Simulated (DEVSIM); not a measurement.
System: illuminated GaAs p-on-n cell, one wavelength, at 300 K.

```tsv
layer (left to right)	material	thickness (μm)	Nd (cm⁻³)	Na (cm⁻³)	τn (s)	τp (s)	absorption coefficient (cm⁻¹)
1	GaAs	0.540	-	1.2e18	1.8e-10	5.1e-11	6400
2	GaAs	1.20	4.8e15	-	1.3e-9	1.3e-9	6400
```

Left contact: ohmic, minority electron recombination velocity 20 cm/s. Right contact: ohmic, minority hole recombination velocity 4e5 cm/s. Voltage is applied to the left contact. Recombination: SRH at mid-gap, radiative, Auger. Light enters at the left, 3.3e16 photons cm⁻² s⁻¹, one pass, no reflection. Mobility is μmin + (μ − μmin)/(1 + (N/Nref)^α).

This is a model device: material constants are rounded textbook-type values typed into the input, and sizes, dopings and lifetimes were drawn at random. Values at 300 K.

| parameter | GaAs |
|---|---|
| gap (eV) | 1.424 |
| affinity (eV) | 4.07 |
| permittivity | 12.9 |
| Nc (cm⁻³) | 4.7e17 |
| Nv (cm⁻³) | 9e18 |
| μn (cm²/Vs) | 8500 |
| μp (cm²/Vs) | 400 |
| μn,min | 500 |
| μp,min | 20 |
| Nref,n | 6e16 |
| Nref,p | 1.5e17 |
| αn | 0.39 |
| αp | 0.38 |
| B (cm³/s) | 2e-10 |
| Cn (cm⁶/s) | 1e-30 |
| Cp (cm⁶/s) | 1e-30 |

Model (solved in DEVSIM): 1D drift-diffusion, Boltzmann statistics, complete ionisation; no tunnelling, impact ionisation, image-force lowering or self-heating.

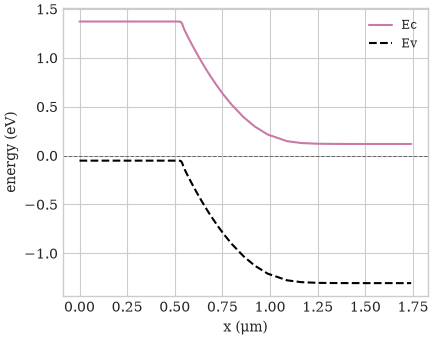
Fig. 1. Band edges at zero bias, in the dark

Energies count from the Fermi level of the right contact; mesh points crowd at the junctions.

```
x (μm)   Ec (eV)  Ev (eV)  n (cm⁻³)  p (cm⁻³)  field (V/cm)
-------  -------  -------  --------  --------  ------------
0.000      1.372   -0.052     < 1e2    1.2e18           ≈ 0
0.01640    1.372   -0.052     < 1e2    1.2e18           ≈ 0
0.04297    1.372   -0.052     < 1e2    1.2e18           ≈ 0
0.08601    1.372   -0.052     < 1e2    1.2e18           ≈ 0
0.1849     1.372   -0.052     < 1e2    1.2e18           ≈ 0
0.3012     1.372   -0.052     < 1e2    1.2e18           ≈ 0
0.4027     1.372   -0.052     < 1e2    1.2e18           ≈ 0
0.4793     1.372   -0.052     < 1e2    1.2e18           ≈ 0
0.5127     1.372   -0.052     < 1e2    1.2e18           -96
0.5333     1.365   -0.059     < 1e2    9.3e17        -16000
0.5466     1.305   -0.119     < 1e2    9.0e16        -47000
0.5766     1.185   -0.239     < 1e2    8.7e14        -38000
0.6175     1.038   -0.386     < 1e2    2.9e12        -35000
0.6855     0.817   -0.607      8800     5.7e8        -30000
0.8601     0.394   -1.030    1.1e11     < 1e2        -18000
1.089      0.147   -1.277    1.6e15     < 1e2         -3900
1.343      0.119   -1.305    4.7e15     < 1e2           -95
1.511      0.119   -1.306    4.8e15     < 1e2           ≈ 0
1.635      0.119   -1.306    4.8e15     < 1e2           ≈ 0
1.687      0.119   -1.306    4.8e15     < 1e2           ≈ 0
1.718      0.119   -1.306    4.8e15     < 1e2           ≈ 0
1.740      0.119   -1.306    4.8e15     < 1e2           ≈ 0
```
